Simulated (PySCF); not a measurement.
# CH₉NSi₃: NMR shifts at several levels of theory, part 2 of 2

PySCF 2.14.0. Atoms count from 0. The steps go on from the part before.

**8. NMR shieldings: CAM-B3LYP/pcSseg-1**

Job settings and geometry (Å):

```
{"job": {"kind": "nmr", "xc": "CAM-B3LYP", "basis": "pcSseg-1", "pop": false}, "charge": 0, "multiplicity": 1}
N     -2.188968    -1.659303    -0.709976
C     -1.461822    -0.868336    -0.029902
Si     0.091604     0.068174    -0.622277
Si    -0.243926     2.378870    -0.384986
Si     1.931521    -0.582029     0.683615
H     -1.833587    -1.746530    -1.670596
H     -1.764589    -0.706351     1.023670
H      0.314183    -0.290575    -2.061499
H     -1.400396     2.838818    -1.212724
H      0.984718     3.122961    -0.800341
H     -0.525229     2.678242     1.053321
H      3.159970     0.152678     0.251216
H      2.171527    -2.052608     0.565213
H      1.649166    -0.248784     2.114235
```

Method: GIAO CAM-B3LYP/pcSseg-1 NMR shielding, non-relativistic, gas phase.

Standard output:

```text
coarse grid: 12600 points
cycle   1  E = -966.5655812852  dE = -6.088e-02  |g| = 3.755e-01  |ddm| = 3.221e+00
cycle   2  E = -966.5501252989  dE =  1.546e-02  |g| = 5.057e-01  |ddm| = 7.404e-01
cycle   3  E = -966.6056680175  dE = -5.554e-02  |g| = 5.209e-02  |ddm| = 4.192e-01
cycle   4  E = -966.6063621451  dE = -6.941e-04  |g| = 2.546e-02  |ddm| = 8.064e-02
cycle   5  E = -966.6065258901  dE = -1.637e-04  |g| = 5.222e-03  |ddm| = 2.795e-02
cycle   6  E = -966.6065353739  dE = -9.484e-06  |g| = 1.579e-03  |ddm| = 9.865e-03
final grid: 106328 points
cycle   7  E = -966.6331245663  dE = -7.868e-06  |g| = 2.785e-03  |ddm| = 8.999e-03
cycle   8  E = -966.6331251472  dE = -5.809e-07  |g| = 2.282e-03  |ddm| = 5.028e-03
cycle   9  E = -966.6331263829  dE = -1.236e-06  |g| = 1.926e-04  |ddm| = 2.172e-03
cycle  10  E = -966.6331263918  dE = -8.926e-09  |g| = 5.188e-05  |ddm| = 2.841e-04
cycle  11  E = -966.6331263926  dE = -7.963e-10  |g| = 3.685e-05  |ddm| = 1.112e-04
cycle  12  E = -966.6331263929  dE = -3.158e-10  |g| = 5.667e-06  |ddm| = 3.032e-05
converged SCF energy = -966.6331263929

GIAO shielding tensors (ppm)
atom      isotropic    diamagn.    paramagn.     s11        s22        s33       span
  0 N     -204.475     320.442    -524.917   -689.429   -141.802    217.805    907.233
  1 C      -12.254     258.816    -271.070   -145.000    -19.858    128.096    273.096
  2 Si     410.583     882.744    -472.161    352.509    401.663    477.576    125.068
  3 Si     451.181     879.906    -428.725    442.597    452.092    458.854     16.256
  4 Si     450.966     880.134    -429.168    442.303    451.757    458.838     16.535
  5 H       18.651      33.637     -14.985      3.504     24.677     27.774     24.270
  6 H       22.479      31.131      -8.652     17.074     22.472     27.890     10.816
  7 H       27.602      31.130      -3.528     25.397     25.603     31.804      6.408
  8 H       27.711      28.731      -1.020     24.419     25.486     33.229      8.809
  9 H       27.924      28.966      -1.042     24.778     26.055     32.939      8.161
 10 H       27.724      29.390      -1.665     24.650     26.124     32.397      7.747
 11 H       27.920      29.147      -1.227     24.789     26.021     32.948      8.159
 12 H       27.714      29.070      -1.355     24.426     25.501     33.217      8.791
 13 H       27.728      29.598      -1.869     24.650     26.139     32.397      7.747
```

Run time: 16 s. Hardware: 1 thread of Intel Xeon 6975P-C, shared host; peak memory 0.89 GiB.

In short: δ C1 194.7, N0 471.8, Si2 -67.2, Si3 -107.7, H5 12.68, H6 8.85 ppm (means over like atoms).

**9. NMR shieldings: wB97X-D/pcSseg-1**

The job, as its differences from that of step 8:

```diff
@@ -1,2 +1,2 @@
-{"job": {"kind": "nmr", "xc": "CAM-B3LYP", "basis": "pcSseg-1", "pop": false}, "charge": 0, "multiplicity": 1}
+{"job": {"kind": "nmr", "xc": "wB97X-D", "basis": "pcSseg-1", "pop": false}, "charge": 0, "multiplicity": 1}
 N     -2.188968    -1.659303    -0.709976
```

Level: GIAO wB97X-D/pcSseg-1 NMR shielding, non-relativistic, gas phase.

Standard output:

```text
coarse grid: 12600 points
cycle   1  E = -966.5454649722  dE = -7.279e-02  |g| = 3.836e-01  |ddm| = 3.220e+00
cycle   2  E = -966.5409799790  dE =  4.485e-03  |g| = 4.712e-01  |ddm| = 6.981e-01
cycle   3  E = -966.5887413164  dE = -4.776e-02  |g| = 4.276e-02  |ddm| = 3.655e-01
cycle   4  E = -966.5894025065  dE = -6.612e-04  |g| = 2.125e-02  |ddm| = 8.510e-02
cycle   5  E = -966.5895350924  dE = -1.326e-04  |g| = 4.767e-03  |ddm| = 3.158e-02
cycle   6  E = -966.5895467112  dE = -1.162e-05  |g| = 1.653e-03  |ddm| = 1.272e-02
cycle   7  E = -966.5895481487  dE = -1.437e-06  |g| = 4.949e-04  |ddm| = 4.303e-03
final grid: 106328 points
cycle   8  E = -966.6255999586  dE = -8.201e-05  |g| = 5.018e-03  |ddm| = 2.464e-02
cycle   9  E = -966.6255994775  dE =  4.810e-07  |g| = 5.539e-03  |ddm| = 8.394e-03
cycle  10  E = -966.6256054427  dE = -5.965e-06  |g| = 7.887e-04  |ddm| = 3.580e-03
cycle  11  E = -966.6256055942  dE = -1.515e-07  |g| = 2.369e-04  |ddm| = 9.342e-04
cycle  12  E = -966.6256056114  dE = -1.728e-08  |g| = 5.517e-05  |ddm| = 4.551e-04
cycle  13  E = -966.6256056128  dE = -1.349e-09  |g| = 1.885e-05  |ddm| = 1.058e-04
cycle  14  E = -966.6256056131  dE = -2.724e-10  |g| = 5.142e-06  |ddm| = 5.508e-05
converged SCF energy = -966.6256056131

GIAO shielding tensors (ppm)
atom      isotropic    diamagn.    paramagn.     s11        s22        s33       span
  0 N     -198.259     320.556    -518.815   -676.773   -137.192    219.189    895.963
  1 C       -6.596     259.169    -265.764   -136.651    -14.716    131.581    268.232
  2 Si     424.207     883.026    -458.819    366.020    414.645    491.955    125.935
  3 Si     458.650     880.035    -421.385    451.131    459.936    464.882     13.751
  4 Si     458.435     880.258    -421.822    450.838    459.600    464.868     14.030
  5 H       18.621      33.561     -14.940      3.353     24.683     27.827     24.474
  6 H       22.488      31.086      -8.598     16.991     22.525     27.947     10.956
  7 H       27.559      31.179      -3.621     25.274     25.531     31.870      6.597
  8 H       27.691      28.678      -0.987     24.338     25.446     33.289      8.951
  9 H       27.901      28.908      -1.007     24.693     25.999     33.011      8.317
 10 H       27.695      29.274      -1.579     24.565     26.069     32.449      7.884
 11 H       27.896      29.092      -1.196     24.705     25.966     33.018      8.313
 12 H       27.694      29.005      -1.311     24.344     25.461     33.276      8.933
 13 H       27.699      29.486      -1.787     24.565     26.085     32.448      7.883
```

Wall time 15 s (1 thread of Intel Xeon 6975P-C, shared host); peak memory 0.87 GiB.

Key values: δ C1 191.1, N0 462.2, Si2 -71.3, Si3 -105.6, H5 12.76, H6 8.89 ppm (means over like atoms).

**10. Nuclear shieldings: LC-wPBE/pcSseg-1**

The job, as its differences from that of step 9:

```diff
@@ -1,2 +1,2 @@
-{"job": {"kind": "nmr", "xc": "wB97X-D", "basis": "pcSseg-1", "pop": false}, "charge": 0, "multiplicity": 1}
+{"job": {"kind": "nmr", "xc": "LC-wPBE", "basis": "pcSseg-1", "pop": false}, "charge": 0, "multiplicity": 1}
 N     -2.188968    -1.659303    -0.709976
```

Level: GIAO LC-wPBE/pcSseg-1 NMR shielding, non-relativistic, gas phase.

Standard output:

```text
coarse grid: 12600 points
cycle   1  E = -966.2327016858  dE = -7.222e-02  |g| = 4.228e-01  |ddm| = 3.224e+00
cycle   2  E = -966.2496727326  dE = -1.697e-02  |g| = 4.408e-01  |ddm| = 6.605e-01
cycle   3  E = -966.2892879877  dE = -3.962e-02  |g| = 5.568e-02  |ddm| = 3.293e-01
cycle   4  E = -966.2905380151  dE = -1.250e-03  |g| = 2.142e-02  |ddm| = 1.069e-01
cycle   5  E = -966.2907009699  dE = -1.630e-04  |g| = 4.707e-03  |ddm| = 4.210e-02
cycle   6  E = -966.2907148512  dE = -1.388e-05  |g| = 1.924e-03  |ddm| = 1.428e-02
cycle   7  E = -966.2907170159  dE = -2.165e-06  |g| = 6.822e-04  |ddm| = 5.473e-03
final grid: 106328 points
cycle   8  E = -966.3321254881  dE = -3.127e-05  |g| = 5.905e-03  |ddm| = 2.453e-02
cycle   9  E = -966.3321275390  dE = -2.051e-06  |g| = 3.911e-03  |ddm| = 5.494e-03
cycle  10  E = -966.3321297017  dE = -2.163e-06  |g| = 1.003e-03  |ddm| = 2.811e-03
cycle  11  E = -966.3321299023  dE = -2.006e-07  |g| = 1.853e-04  |ddm| = 7.193e-04
cycle  12  E = -966.3321299137  dE = -1.141e-08  |g| = 5.977e-05  |ddm| = 3.691e-04
cycle  13  E = -966.3321299151  dE = -1.394e-09  |g| = 1.047e-05  |ddm| = 1.225e-04
cycle  14  E = -966.3321299152  dE = -1.050e-10  |g| = 2.091e-06  |ddm| = 5.590e-05
converged SCF energy = -966.3321299152

GIAO shielding tensors (ppm)
atom      isotropic    diamagn.    paramagn.     s11        s22        s33       span
  0 N     -196.738     320.500    -517.238   -680.021   -141.582    231.390    911.411
  1 C       -6.468     259.772    -266.240   -140.489    -18.382    139.466    279.955
  2 Si     431.740     882.776    -451.037    374.163    420.474    500.582    126.419
  3 Si     464.257     879.838    -415.581    457.644    465.829    469.297     11.654
  4 Si     464.080     880.052    -415.972    457.399    465.583    469.258     11.859
  5 H       18.486      33.579     -15.093      3.124     24.440     27.894     24.771
  6 H       22.481      31.129      -8.648     17.080     22.406     27.957     10.877
  7 H       27.564      31.113      -3.549     25.087     25.527     32.079      6.993
  8 H       27.702      28.592      -0.889     24.268     25.412     33.426      9.158
  9 H       27.912      28.818      -0.907     24.624     25.969     33.142      8.518
 10 H       27.689      29.132      -1.443     24.474     26.030     32.564      8.091
 11 H       27.908      29.002      -1.094     24.635     25.936     33.152      8.517
 12 H       27.706      28.908      -1.202     24.273     25.428     33.415      9.142
 13 H       27.694      29.341      -1.647     24.473     26.045     32.564      8.091
```

It took 21 s on 1 thread of Intel Xeon 6975P-C, shared host; peak memory 0.82 GiB.

In short: δ C1 195.0, N0 464.5, Si2 -73.2, Si3 -105.7, H5 12.84, H6 8.85 ppm (means over like atoms).

**11. NMR shieldings: PBE0/6-31G**

The job, as its differences from that of step 10:

```diff
@@ -1,2 +1,2 @@
-{"job": {"kind": "nmr", "xc": "LC-wPBE", "basis": "pcSseg-1", "pop": false}, "charge": 0, "multiplicity": 1}
+{"job": {"kind": "nmr", "xc": "PBE0", "basis": "6-31G", "pop": true}, "charge": 0, "multiplicity": 1}
 N     -2.188968    -1.659303    -0.709976
```

With the program's defaults for keys left out, this is: GIAO PBE0/6-31G NMR shielding, non-relativistic, gas phase.

Standard output:

```text
coarse grid: 12600 points
cycle   1  E = -966.0939511272  dE =  6.309e-02  |g| = 3.096e-01  |ddm| = 3.278e+00
cycle   2  E = -966.0398264850  dE =  5.412e-02  |g| = 5.711e-01  |ddm| = 1.112e+00
cycle   3  E = -966.1209357032  dE = -8.111e-02  |g| = 5.475e-02  |ddm| = 6.941e-01
cycle   4  E = -966.1216080699  dE = -6.724e-04  |g| = 2.791e-02  |ddm| = 9.739e-02
cycle   5  E = -966.1218279104  dE = -2.198e-04  |g| = 2.287e-03  |ddm| = 3.205e-02
cycle   6  E = -966.1218295427  dE = -1.632e-06  |g| = 5.327e-04  |ddm| = 5.634e-03
final grid: 106328 points
cycle   7  E = -966.0562952199  dE = -6.373e-06  |g| = 4.515e-03  |ddm| = 1.237e-02
cycle   8  E = -966.0562929124  dE =  2.307e-06  |g| = 5.458e-03  |ddm| = 1.280e-02
cycle   9  E = -966.0563005960  dE = -7.684e-06  |g| = 1.005e-03  |ddm| = 7.458e-03
cycle  10  E = -966.0563008492  dE = -2.532e-07  |g| = 1.460e-04  |ddm| = 9.929e-04
cycle  11  E = -966.0563008549  dE = -5.682e-09  |g| = 3.313e-05  |ddm| = 2.279e-04
cycle  12  E = -966.0563008553  dE = -4.225e-10  |g| = 5.396e-06  |ddm| = 6.401e-05
converged SCF energy = -966.0563008553

GIAO shielding tensors (ppm)
atom      isotropic    diamagn.    paramagn.     s11        s22        s33       span
  0 N     -169.690     320.341    -490.032   -631.638    -87.736    210.303    841.941
  1 C       22.127     258.829    -236.703    -98.984     16.307    149.057    248.041
  2 Si     486.454     882.531    -396.077    420.594    482.357    556.411    135.817
  3 Si     526.558     881.701    -355.143    519.559    527.743    532.372     12.814
  4 Si     526.352     881.895    -355.543    519.287    527.466    532.304     13.017
  5 H       18.996      32.052     -13.056      4.184     25.835     26.969     22.785
  6 H       22.864      30.089      -7.225     17.018     22.618     28.955     11.937
  7 H       29.003      31.246      -2.243     26.521     26.923     33.566      7.045
  8 H       29.250      29.251      -0.001     25.699     26.659     35.392      9.694
  9 H       29.331      29.368      -0.037     25.597     27.306     35.091      9.494
 10 H       29.120      29.643      -0.523     25.685     27.392     34.284      8.599
 11 H       29.328      29.512      -0.184     25.614     27.274     35.096      9.482
 12 H       29.252      29.486      -0.234     25.693     26.675     35.387      9.694
 13 H       29.125      29.802      -0.676     25.684     27.404     34.288      8.604
```

Run time: 7 s. Hardware: 1 thread of Intel Xeon 6975P-C, shared host; peak memory 0.49 GiB.

This run: δ C1 177.4, N0 430.4, Si2 -41.7, Si3 -81.7, H5 13.62, H6 9.75 ppm (means over like atoms).

**12. Shielding tensors: PBE0/STO-3G**

The job, as its differences from that of step 11:

```diff
@@ -1,2 +1,2 @@
-{"job": {"kind": "nmr", "xc": "PBE0", "basis": "6-31G", "pop": true}, "charge": 0, "multiplicity": 1}
+{"job": {"kind": "nmr", "xc": "PBE0", "basis": "STO-3G", "pop": true}, "charge": 0, "multiplicity": 1}
 N     -2.188968    -1.659303    -0.709976
```

Level: GIAO PBE0/STO-3G NMR shielding, non-relativistic, gas phase.

Standard output:

```text
coarse grid: 12600 points
cycle   1  E = -955.0062246081  dE = -4.681e-01  |g| = 3.274e-01  |ddm| = 4.229e+00
cycle   2  E = -954.9537354149  dE =  5.249e-02  |g| = 5.517e-01  |ddm| = 1.082e+00
cycle   3  E = -955.0433407051  dE = -8.961e-02  |g| = 5.807e-02  |ddm| = 6.752e-01
cycle   4  E = -955.0444964602  dE = -1.156e-03  |g| = 1.212e-02  |ddm| = 1.043e-01
cycle   5  E = -955.0445430579  dE = -4.660e-05  |g| = 1.759e-03  |ddm| = 1.764e-02
cycle   6  E = -955.0445441906  dE = -1.133e-06  |g| = 4.100e-04  |ddm| = 3.238e-03
final grid: 106328 points
cycle   7  E = -955.0010286726  dE = -5.321e-06  |g| = 2.485e-03  |ddm| = 1.113e-02
cycle   8  E = -955.0010290642  dE = -3.916e-07  |g| = 2.441e-03  |ddm| = 8.212e-03
cycle   9  E = -955.0010310168  dE = -1.953e-06  |g| = 8.067e-04  |ddm| = 4.084e-03
cycle  10  E = -955.0010312074  dE = -1.907e-07  |g| = 5.070e-05  |ddm| = 9.431e-04
cycle  11  E = -955.0010312081  dE = -6.789e-10  |g| = 1.319e-05  |ddm| = 7.211e-05
converged SCF energy = -955.0010312081

GIAO shielding tensors (ppm)
atom      isotropic    diamagn.    paramagn.     s11        s22        s33       span
  0 N      -30.141     311.942    -342.083   -432.779     63.371    278.985    711.764
  1 C       88.087     256.922    -168.836    -32.824     99.823    197.260    230.084
  2 Si     572.194     874.052    -301.859    547.901    556.745    611.934     64.033
  3 Si     600.053     870.725    -270.672    588.610    596.335    615.215     26.605
  4 Si     599.887     871.145    -271.258    588.710    595.745    615.206     26.496
  5 H       19.061      32.125     -13.064      3.000     26.931     27.251     24.251
  6 H       23.805      32.632      -8.827     17.068     24.570     29.777     12.710
  7 H       30.624      33.497      -2.874     27.700     28.065     36.106      8.406
  8 H       31.025      30.746       0.279     27.100     28.428     37.548     10.449
  9 H       30.958      31.005      -0.047     26.896     28.747     37.232     10.336
 10 H       30.873      32.285      -1.413     27.116     28.861     36.641      9.525
 11 H       30.959      31.279      -0.320     26.915     28.720     37.241     10.325
 12 H       31.030      31.399      -0.369     27.090     28.456     37.545     10.455
 13 H       30.879      32.605      -1.726     27.125     28.870     36.642      9.516
```

Wall time 3.4 s (1 thread of Intel Xeon 6975P-C, shared host); peak memory 0.44 GiB.

Key values: δ C1 146.6, N0 324.9, Si2 -54.6, Si3 -82.4, H5 13.54, H6 8.80 ppm (means over like atoms).

**13. Comparing the runs: NMR shifts**

Shifts (ppm) of some atoms, chosen among heavy atoms and hydrogens apart, means over like atoms, with basis size and wall time:

```csv
run,C1,H5,H7,H8,N0,Si2,Si3,functions,time
PBE0/pcSseg-1,190.4,12.79,3.85,3.66,463.5,-72.1,-106.6,151,10 s
mPW1PW91/pcSseg-1,190.4,12.73,3.81,3.63,462.0,-71.0,-104.3,151,11 s
WP04/pcSseg-1,191.4,12.03,3.25,3.13,436.5,-54.2,-88.0,151,12 s
B97-2/pcSseg-1,186.1,12.58,3.75,3.59,448.0,-69.2,-102.2,151,11 s
BHandHLYP/pcSseg-1,192.9,12.63,3.68,3.49,470.5,-63.4,-101.4,151,11 s
CAM-B3LYP/pcSseg-1,194.7,12.68,3.73,3.54,471.8,-67.2,-107.7,151,16 s
wB97X-D/pcSseg-1,191.1,12.76,3.82,3.62,462.2,-71.3,-105.6,151,15 s
LC-wPBE/pcSseg-1,195.0,12.84,3.76,3.56,464.5,-73.2,-105.7,151,21 s
PBE0/6-31G,177.4,13.62,3.61,3.38,430.4,-41.7,-81.7,75,7 s
PBE0/STO-3G,146.6,13.54,1.98,1.65,324.9,-54.6,-82.4,46,3.4 s
```

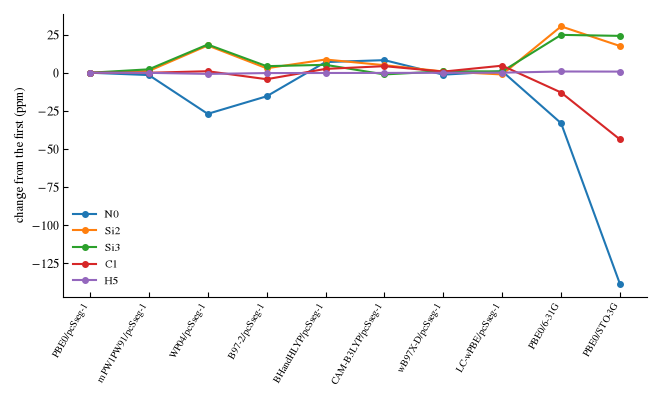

How five of the tabulated atoms move from run to run.

**14. Outcome**

What follows sums up all 2 parts.

```
                                                                quantity                                             value
                                                             point group                                                Cs
                                    rotational constants (main isotopes)                              1.93, 1.81, 1.02 GHz
                                  13C shifts against TMS (PBE0/pcSseg-1)                                         190.4 ppm
  1H shifts against TMS (PBE0/pcSseg-1, means over atoms taken as alike)                       12.79, 8.97, 3.85, 3.66 ppm
                                  15N shifts against NH3 (PBE0/pcSseg-1)                                         463.5 ppm
29Si shifts against TMS (PBE0/pcSseg-1, means over atoms taken as alike)                                 -72.1, -106.6 ppm
                          range of the shift of N0 (minimal bases aside)                                430.4 to 471.8 ppm
                                           property runs in this session  10, of which 0 failed and 1 gave unsound results
```

In words: Single values in the summary come from the first sound run of each kind (PBE0/pcSseg-1), which need not be the best level. The start of the PBE0/def2-SVP relaxation was shaken at random by about 0.01 Å, so part of the energy gained, and of the first lengths quoted, undoes that. The optimisation took 5 steps and gained 0.180 eV; among the close pairs (by a distance rule), Si3–H9 changed most, from 1.430 to 1.495 Å. At PBE0/pcSseg-1: The largest span, 890 ppm, is at N0, where the paramagnetic term is -518 ppm. Leaving out the minimal-basis runs, which are unusable for shieldings: In ppm, N0 moves most: its shift spreads over 41.4 ppm, from 430.4 (PBE0/6-31G) to 471.8 (CAM-B3LYP/pcSseg-1).
